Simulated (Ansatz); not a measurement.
# CCuP (SMILES P#[C][Cu]): what the fields show

Input file:

```
basis:
  gaussian: {orbitals: def2-TZVPD}
crystal:
  periodic: [false, false, false]
  atoms:
    - symbol: C
      position_ang: [0.000000, 0.000000, -0.088480]
    - symbol: Cu
      position_ang: [0.000000, 0.000000, 1.737479]
    - symbol: P
      position_ang: [0.000000, 0.000000, -1.648999]
hamiltonian: {xc: {name: PBE0}}
output: {forces: true, orbitals: {seedname: orbitals}}
```

Launched as:

```sh
ansatz run input.yaml --threads 1 --pin off --max-ram 2610MiB --events-out events.jsonl --progress --plain --runs-dir runs
```

Geometry: PBE0-D3(BJ)/def2-SVP.

Level of theory: isolated molecule in a Gaussian basis; Kohn-Sham density functional theory, functional PBE0 in Ansatz.

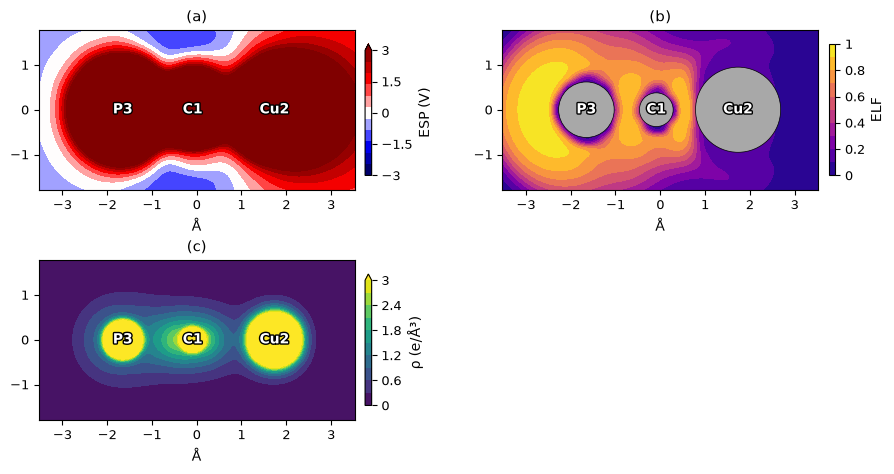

Figure 1. (a) molecular electrostatic potential; (b) ELF; (c) electron density on a plane that holds the molecular axis. Grey discs cover the atomic cores in the ELF map.

Read the bonding off the picture.

Atoms in the plane: C, Cu and P. C–P (1.56 Å): the density is about 1.6 e/Å³ at the midpoint; the ELF peaks at about 0.85 between the atoms: a covalent bond. C–Cu (1.83 Å): the density is about 0.93 e/Å³ at the midpoint; the ELF peaks at about 0.90 in the valence shell of C, 0.6 Å from its nucleus, and is about 0.30 at the midpoint. The ELF also peaks beside P3, away from the bonds: lone-pair regions. Outside the dense part of the molecule the potential is most negative (−1.3 V) near C1.

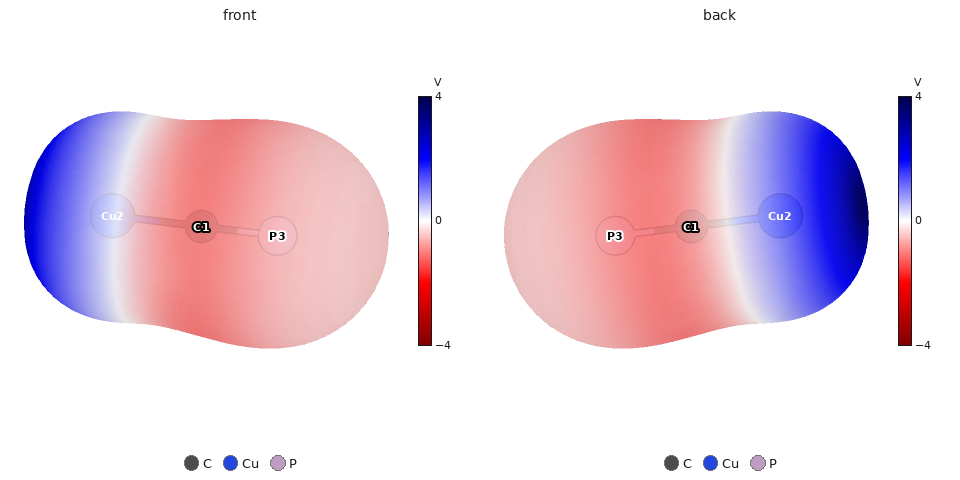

Figure 2. The electrostatic potential painted on the density surface at 0.001 e/bohr³, seen from the front and from behind; red is negative and blue positive.

Describe the electrostatic potential map.

The most negative region (about −1.0 V) lies over C1 and P3, the most positive (about +3.8 V) over Cu2.

What dipole moment does the calculation give?

Its dipole moment is 4.41 D.
